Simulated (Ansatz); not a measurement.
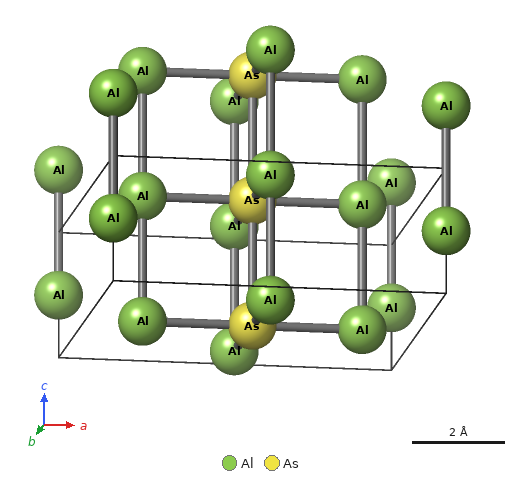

Solid Al5As (a generated structure, set up in P4/mmm) (coarse preliminary run), before the relaxation. The picture is a ball-and-stick view of the cell of the calculation, repeated 1 × 1 × 2 with one cell outlined, seen from a free direction.

Level of theory: DFT PBE, scalar-relativistic, plane waves, PAW (Ansatz 0.2.0).

Input file:
```yaml
crystal:
  lattice:
    - [7.3922340527, 0.0, 0.0]
    - [0.0, 7.3922340527, 0.0]
    - [0.0, 0.0, 2.8163878814]
  atoms:
    - { symbol: Al, position: [0.1699801567, 0.5, 0.0] }
    - { symbol: Al, position: [0.8300198433, 0.5, 0.0] }
    - { symbol: Al, position: [0.5, 0.1699801567, 0.0] }
    - { symbol: Al, position: [0.5, 0.8300198433, 0.0] }
    - { symbol: Al, position: [0.0, 0.0, 0.5] }
    - { symbol: As, position: [0.5, 0.5, 0.0] }
basis:
  ecutwfc: 420
kpoints:
  mp_grid: { grid: [4, 4, 6] }
hamiltonian:
  xc: pbe
scf:
  occupations: { method: gaussian, width: 0.1 }
  lower_state_search: "off"
output:
  forces: true
  stress: true
  eigenvalues: true
relax:
  adjacent_minimum: "off"
  f_tol: 0.04
  max_steps: 70
  cell: { stress_tol: 0.4 }
```

Command:
```bash
ansatz run input.yaml --threads 1 --pin off --max-ram 2560MiB --backend cpu --events-out ev --progress --plain --runs-dir out
```

Q: What does the optimiser find from here?

A: No atom moves by more than 0.005 Å relative to the cell. The drawn cell changes as follows: a = b 7.392 → 7.798 Å (+5.5 %), c 2.816 → 2.651 Å (−5.9 %); the volume changes by +4.8 %. Among the contacts that change: Al1–Al1 2.816 → 2.651 Å, As6–As6 2.816 → 2.651 Å, Al1–Al2 2.513 → 2.653 Å, Al1–As6 2.440 → 2.573 Å. The space group stays P4/mmm (No. 123). Over 4 accepted moves (5 points after the start) the energy falls by 94.0 meV per atom. The largest force component goes from 0.088 to 0.0043 eV/Å. Pressure: 0.30 GPa at the start and 0.02 GPa at the end. At 1 point the geometry stayed and the basis and grid were re-selected for the new cell (energy shift of 0.5 meV per atom at most each time).

History of the run:

```
step  E − E(0), meV/atom  largest force component, eV/Å  pressure, GPa  volume, Å³/atom                      note
   0                0.00                         0.0883           0.30           25.650                          
   1              -76.22                         0.0276           1.36           25.418                          
   2              -91.80                         0.0840           0.67           26.545                          
   3              -93.27                         0.0476          -0.26           27.043                          
   4              -93.51                         0.0035           0.00           26.871                          
   5              -94.01                         0.0043           0.02           26.871  same geometry, new basis
```

Final geometry:

```
Al As
1.0
     7.79842    0.00000    0.00000
     0.00000    7.79842    0.00000
     0.00000    0.00000    2.65112
Al As
5 1
Direct
  0.17007 0.50000 0.00000
  0.82993 0.50000 0.00000
  0.50000 0.17007 0.00000
  0.50000 0.82993 0.00000
  0.00000 0.00000 0.50000
  0.50000 0.50000 0.00000
```

The end point in the same view:

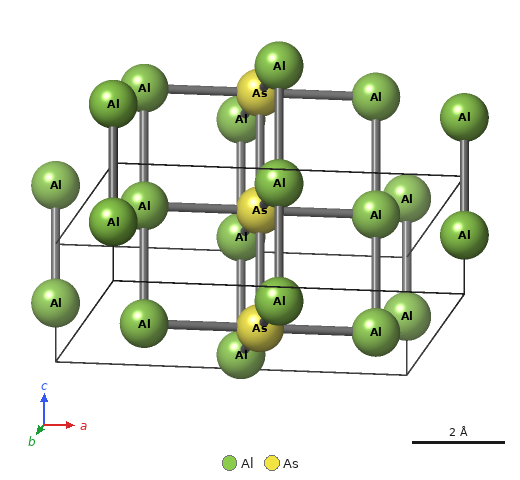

Limits of the set-up: the k-point mesh is coarse for a cell with partly filled bands.
